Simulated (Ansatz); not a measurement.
**Ligand exchange: GaH2Br + Cd(CH3)(OH) → GaH2(OH) + Cd(CH3)Br**

Species: GaH2Br `[GaH2][Br]`, singlet; Cd(CH3)(OH), singlet; GaH2(OH), singlet; Cd(CH3)Br, singlet. The partners trade Br for OH: Ga–Br and Cd–OH bonds give way to Ga–OH and Cd–Br.

Shapes, held fixed at every level: PBE0-D4/def2-TZVP. Programs: Ansatz 0.2.0. Electronic energies: no zero-point or thermal term.

| level | kind | ΔE (kJ/mol) | less CCSD(T)/def2-TZVPP |
| --- | --- | --- | --- |
| HF/def2-SVP | Hartree–Fock | -94.0 | -23.3 |
| PBE-D4/def2-TZVPP | GGA | -63.0 | +7.7 |
| r2SCAN-D4/def2-TZVPP | meta-GGA | -68.9 | +1.8 |
| B3LYP-D4/def2-TZVPP | global hybrid | -69.2 | +1.5 |
| r2SCAN0-D4/def2-TZVPP | global hybrid | -74.3 | -3.6 |
| B2PLYP/def2-TZVPP | double hybrid | -70.8 | -0.1 |
| CCSD/def2-SVP | coupled cluster or CI | -84.9 | -14.2 |
| CCSD(T)/def2-TZVPP | coupled cluster or CI | -70.7 | 0.0 |

The highest level, CCSD(T)/def2-TZVPP, gives ΔE = -70.7 kJ/mol; the levels span -94.0 to -63.0. The column of differences is taken from that level and isn't an error. No measured value is set beside it here. For atoms past krypton def2 sets carry core potentials with scalar relativity. Relativity is left out for Br, Ga. Outer-core shells of Br, Cd, Ga are correlated, in sets that cover them unevenly.

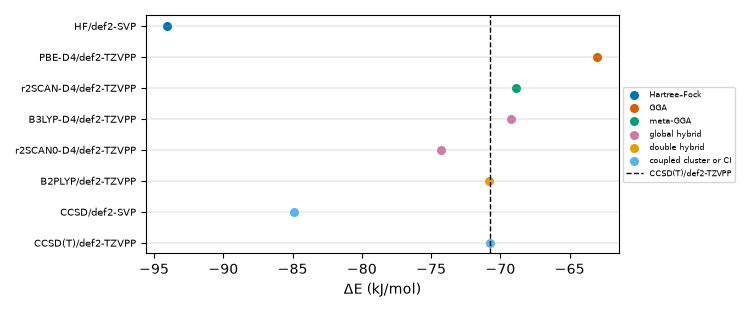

The values of the table, level by level.
